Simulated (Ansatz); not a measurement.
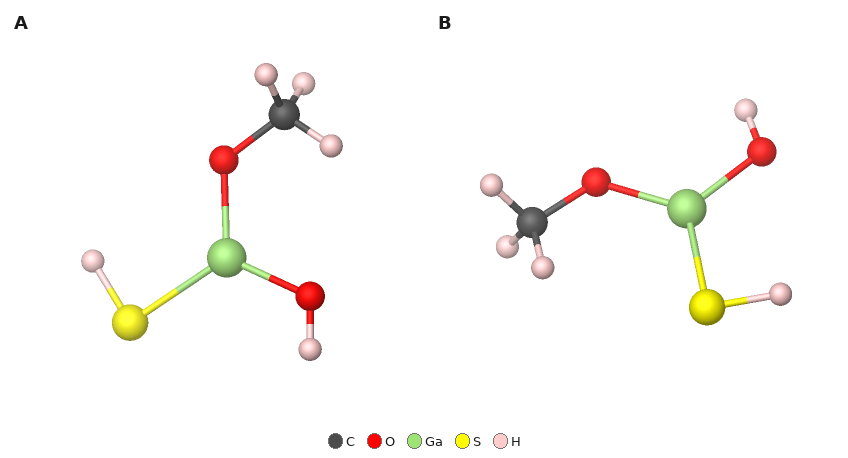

2 stationary structures of one formula. Geometries: PBE0-D4/def2-TZVP. Electronic energies: CCSD(T)/CBS (MP2 limit from def2-TZVPP and def2-QZVPP plus CCSD(T) − MP2) (Ansatz 0.2.0), without zero-point energy. No frequency run is at hand to confirm each as a minimum.

> Are they conformers, stereoisomers or constitutional isomers?

They are conformers of CH5GaO2S: `C[O][Ga]([OH])[SH]`.

> Which is lowest in energy, and by how much?

B is lowest; A lies 0.011 eV above it.

Give E(B) − E(A) in eV at these levels too: B2PLYP (frozen core)/def2-TZVPP; PBE-D4/def2-TZVPP; ωB97X-V/def2-TZVPP; ωB97M-V/def2-TZVPP; RHF-MP2 (frozen core)/def2-QZVPP; RHF-CCSD(T) (frozen core)/def2-TZVPP; CCSD(T)/CBS (MP2 limit from def2-TZVPP and def2-QZVPP plus CCSD(T) − MP2); PBE0-D4/def2-TZVP.

```json
{"level": "B2PLYP (frozen core)/def2-TZVPP", "E(B) − E(A) (eV)": "−0.009"}
{"level": "PBE-D4/def2-TZVPP", "E(B) − E(A) (eV)": "−0.015"}
{"level": "ωB97X-V/def2-TZVPP", "E(B) − E(A) (eV)": "−0.011"}
{"level": "ωB97M-V/def2-TZVPP", "E(B) − E(A) (eV)": "−0.012"}
{"level": "RHF-MP2 (frozen core)/def2-QZVPP", "E(B) − E(A) (eV)": "−0.013"}
{"level": "RHF-CCSD(T) (frozen core)/def2-TZVPP", "E(B) − E(A) (eV)": "−0.012"}
{"level": "CCSD(T)/CBS (MP2 limit from def2-TZVPP and def2-QZVPP plus CCSD(T) − MP2)", "E(B) − E(A) (eV)": "−0.011"}
{"level": "PBE0-D4/def2-TZVP", "E(B) − E(A) (eV)": "−0.016"}
```
